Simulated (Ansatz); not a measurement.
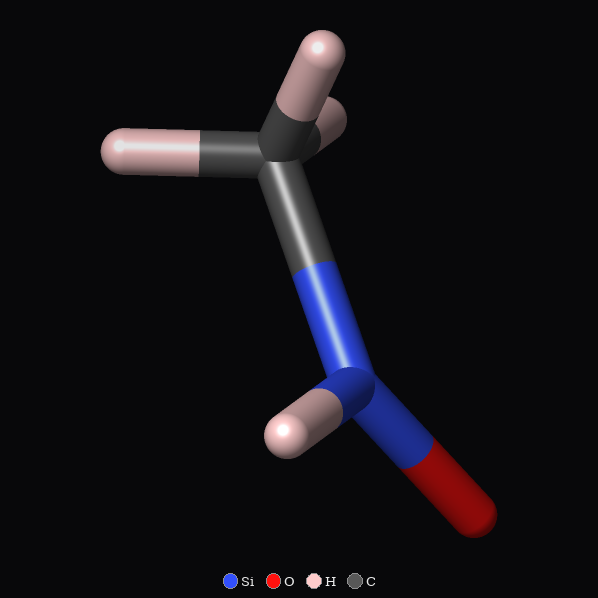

A stick model of a molecule. Every bond is drawn as one stick, whatever its order.

The geometry was computed by an optimisation with PBE0-D4/def2-TZVP.

What does the picture show?

Formula CH₄OSi. The point group is Cs. Coordination: 1 Si trigonal planar; 1 C tetrahedral.

The parts below concern this one geometry. Atoms keep their numbers from picture to picture.

**Vibrations**

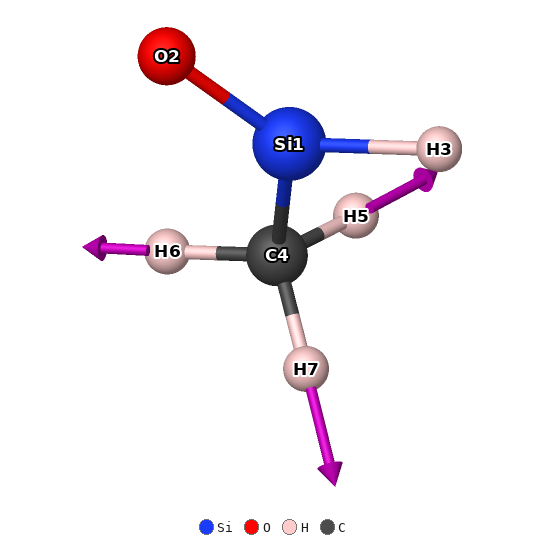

The arrows show one normal mode. Harmonic vibrations computed with RKS PBE0-D4/def2-TZVP (Ansatz 0.2.0) at a stationary point of the same level.

What kind of motion is it?

Mostly in-phase stretching of 3 C–H bonds.

Estimate its harmonic wavenumber.

3046 cm⁻¹; it is mode 13 of 15 counted from the lowest.

**Electronic properties**

Method: RKS PBE0-D4/def2-TZVPP (Ansatz 0.2.0).

What does the calculation give?

- HOMO energy (Kohn–Sham orbital): −7.88 eV
- LUMO energy (Kohn–Sham orbital): −1.48 eV
- HOMO–LUMO gap: 6.40 eV
- dispersion correction: −8.6 kJ/mol

**Thermal motion**

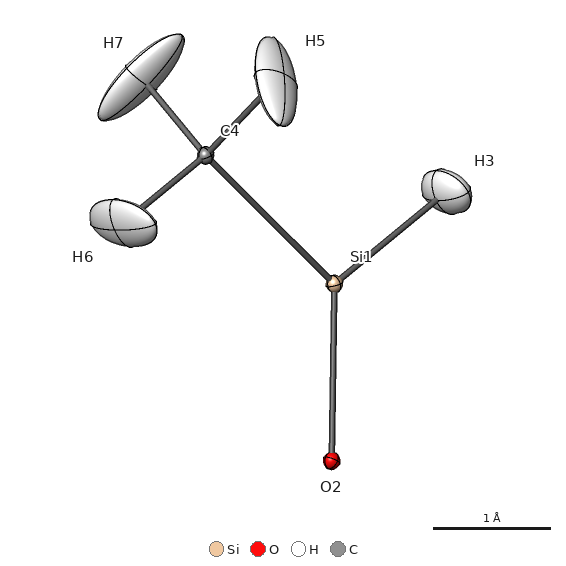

Displacement ellipsoids at the 50 % level, from the internal vibrations of the free molecule (harmonic, no overall translation or rotation; no half-axis is drawn under 0.075 Å). Vibrations computed with RKS PBE0-D4/def2-TZVP (Ansatz 0.2.0). Temperature: 100 K.

Which atom moves most?

H5, H7, with U_eq = 0.0443 Å².

Does H7 move more along its bond or across it?

Across it: the root-mean-square amplitude is 0.076 Å along the bond and up to 0.329 Å across, since bending and torsion are softer than stretching.

List U_eq and the three principal root-mean-square amplitudes for each kind of atom.

```tsv
atom	U_eq (Å²)	rms amplitudes (Å)
Si1	0.00067	0.017, 0.028, 0.031
O2	0.0012	0.023, 0.039, 0.040
H3	0.0201	0.090, 0.139, 0.181
C4	0.00097	0.022, 0.028, 0.041
H5, H7	0.0442	0.075, 0.138, 0.329
H6	0.0332	0.075, 0.151, 0.267
```
